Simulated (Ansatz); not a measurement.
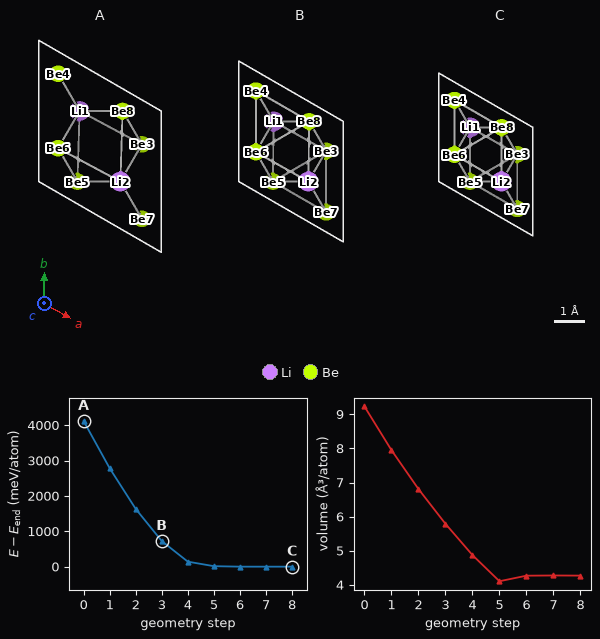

Frames of a relaxation of a crystal of LiBe3 (built on the Ni3Sn (D0_19)_194 type), marked on the history of the run. A ball-and-stick model of the cell of the calculation, seen along the c axis.

Level of theory: DFT PBE, scalar-relativistic, plane waves, PAW; settings changed (Ansatz).

Input
```yaml
crystal:
  lattice:
    - [4.7724221337, 0.0, 0.0]
    - [-2.3862110668, 4.1330388053, 0.0]
    - [0.0, 0.0, 3.7427964232]
  atoms:
    - { symbol: Li, position: [0.3333333333, 0.6666666667, 0.25] }
    - { symbol: Li, position: [0.6666666667, 0.3333333333, 0.75] }
    - { symbol: Be, position: [0.8423887448, 0.6847774896, 0.25] }
    - { symbol: Be, position: [0.1576112552, 0.8423887448, 0.75] }
    - { symbol: Be, position: [0.3152225104, 0.1576112552, 0.25] }
    - { symbol: Be, position: [0.1576112552, 0.3152225104, 0.75] }
    - { symbol: Be, position: [0.8423887448, 0.1576112552, 0.25] }
    - { symbol: Be, position: [0.6847774896, 0.8423887448, 0.75] }
basis:
  ecutwfc: 30
kpoints:
  mp_grid: { grid: [12, 12, 10] }
hamiltonian:
  xc: pbe
scf:
  occupations: { method: gaussian, width: 0.1 }
  max_iter: 50
output:
  forces: true
  eigenvalues: true
  stress: true
relax:
  adjacent_minimum: "off"
  f_tol: 0.01
  max_steps: 80
  cell: { stress_tol: 0.05 }
```

Run as
```bash
ansatz run input.yaml --threads 1 --pin off --max-ram 2560MiB --backend cpu --events-out ev --progress --plain --runs-dir out
```

> Describe the path.

The relaxation stopped without meeting its thresholds, so the last structure isn't shown to be converged. The input was poor on purpose: a cutoff far too low. The energy falls by 4118 meV per atom in 8 geometry steps. The largest force component goes from 1.3 to 0.00023 eV/Å. Pressure: −164.25 GPa at the start and −0.01 GPa at the end. The largest moves relative to the cell, 0.050 Å, are those of Be3, Be4, Be5, Be6, Be7 and Be8. Be7 goes along [−1 1 0]. Li stays in place. Cell: a = b 4.772 → 3.665 Å (−23.2 %), c 3.743 → 2.936 Å (−21.5 %). Volume −53.7 %. Near-neighbour distances that change, for instance: Be3–Be5 2.516 → 1.845 Å, Li1–Be4 2.369 → 1.814 Å, Li1–Be3 2.387 → 1.833 Å, Be3–Be4 2.280 → 1.806 Å. New bonds form: Be3–Be5 (2.52 → 1.84 Å), Be3–Be7 (2.52 → 1.84 Å), Be4–Be6 (2.52 → 1.84 Å), Be4–Be8 (2.52 → 1.84 Å). The space group stays P6_3/mmc (No. 194). Cost: 6.2 s on 1 thread of Intel(R) Xeon(R) 6975P-C (Granite Rapids), on a shared host, peak memory 0.29 GiB. From step 0 to 3: Be atoms move most (0.04 Å), volume −37.3 %, energy −3395 meV per atom. From step 3 to 8: Be atoms move most (0.02 Å), volume −26.2 %, energy −723 meV per atom.

```csv
step,"E − E(0), meV/atom","largest force component, eV/Å","pressure, GPa","volume, Å³/atom"
0,0.00,1.2630,-164.25,9.228
1,-1334.81,1.1490,-164.40,7.948
2,-2485.00,1.0681,-153.40,6.809
3,-3394.68,0.7813,-125.39,5.789
4,-3976.53,0.3697,-68.97,4.873
5,-4104.16,0.3854,25.92,4.106
6,-4117.96,0.2307,0.22,4.269
7,-4118.07,0.1429,-0.57,4.275
8,-4118.16,0.0002,-0.01,4.271
```

Limits of the set-up: the cutoff lies below the recommended one.
